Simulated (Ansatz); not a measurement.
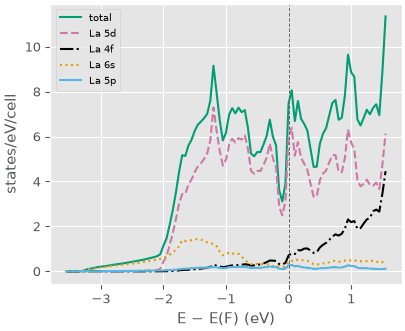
Fig. 1. Total and projected density of states of La (dhcp (α-La type), P6_3/mmc), r²SCAN+D4 (plane waves, PAW; program Ansatz)

Which orbitals carry the states next to the Fermi level?

Within 0.5 eV of the Fermi level: La 5d 78 %, La 4f 11 %, La 6s 6 %. Projections are on Löwdin-orthogonalised atomic valence shells; empty p or d shells of many metals are not among them.

Where is the tallest occupied peak in this window, and what makes it?

Near -1.2 eV, about 9.2 states/eV per cell; the largest projected share is La 5d.

The r²SCAN+D4 relaxation kept the symmetry of its start. The pairwise dispersion correction was not fitted to metals. Spin–orbit coupling is left out wherever it is not named.

Potentials: the earlier of the program's two PAW sets.
